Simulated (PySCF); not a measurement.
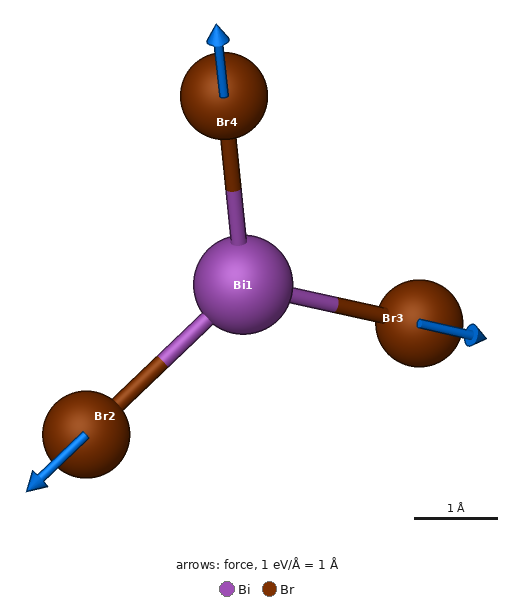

Starting geometry of BiBr3 with the computed forces as blue arrows. The picture is a ball-and-stick view, seen at a tilt.

The calculation used RKS BP86, Bi def2-SVP with ECP60, Br def2-SVP; non-relativistic Hamiltonian with scalar-relativistic core potentials; density fitting (PySCF 2.14.0).

Input
```
mol = gto.M(atom='''
Bi     0.00000     0.00000    -0.00000
Br     2.62258     0.00002    -0.00000
Br    -1.31131     2.27121     0.00000
Br    -1.31127    -2.27123     0.00000''',
    basis={'Bi': 'def2-SVP', 'Br': 'def2-SVP'},
    ecp={'Bi': 'def2-SVP'},
    charge=0, spin=0)
mf = dft.RKS(mol, xc='B88,P86')
mf.grids.atom_grid = (50, 194)  # f atoms: at least (60, 302), unpruned
mf = mf.density_fit()  # Bi def2-universal-JKFIT, Br def2-universal-JKFIT
mf.conv_tol = 1e-08; mf.max_cycle = 55
mf.kernel(dm0)
# quasi-Newton relaxation in Cartesian coordinates to a largest gradient under 0.00045 Eh/bohr, steps kept in the point group
```

Launched with:
```bash
OMP_NUM_THREADS=2 python run.py
```

### Is this structure relaxed? If not, where do the atoms go?

It isn't relaxed: the largest force vector, on Br atoms, is 1.02 eV/Å. The atoms end up moving mostly along the starting forces (cosine between the two patterns 1.00). The largest moves after the best rigid fit, 0.088 Å, are those of Br2, Br3 and Br4. Bi stays in place. Near-neighbour distances that change, for instance: Bi1–Br2 2.623 → 2.711 Å. Over 3 geometry steps the energy falls by 12.3 kJ/mol. The largest force component goes from 1 to 0.0021 eV/Å.
